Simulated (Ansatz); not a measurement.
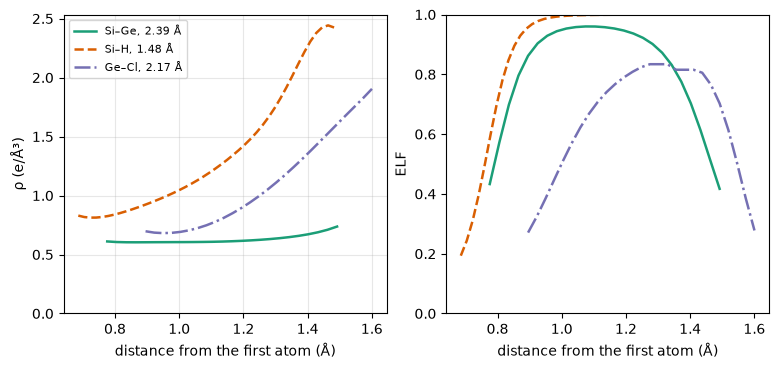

Cl₂GeH₆Si₂ (SMILES [SiH3][Ge]([SiH3])([Cl])[Cl]). Total electron density and ELF along straight lines between neighbouring atoms. The curves leave out the atomic cores.

Geometry: PBE0-D4/def2-TZVP.

Theory: RKS PBE0-D4/def2-TZVPP (Ansatz 0.2.0).

```xyz
11

Si   -2.1023    0.3564    0.1896
Ge    0.1574    0.3588   -0.5794
Si    1.9320   -0.8052    0.5128
Cl    0.1107   -0.3731   -2.6218
Cl    0.7646    2.4396   -0.6856
H    -2.1385    0.9286    1.5591
H    -2.5968   -1.0434    0.2100
H    -2.9016    1.1826   -0.7466
H     2.0610   -0.2844    1.8972
H     3.1754   -0.5640   -0.2576
H     1.6037   -2.2529    0.5428
```

> What can be read from the curves?

Si–Ge (2.39 Å): the density is about 0.62 e/Å³ at the midpoint; the ELF peaks at about 0.95 between the atoms: localised, covalent bonding.
Si–H (1.48 Å): ρ at the midpoint is about 0.81 e/Å³; the ELF climbs to about 1 towards the hydrogen, as it does in any bond to H.
Ge–Cl (2.17 Å): the density is about 0.75 e/Å³ at the midpoint; the ELF peaks at about 0.85 in the valence shell of Cl, 0.9 Å from its nucleus, and is about 0.65 at the midpoint.
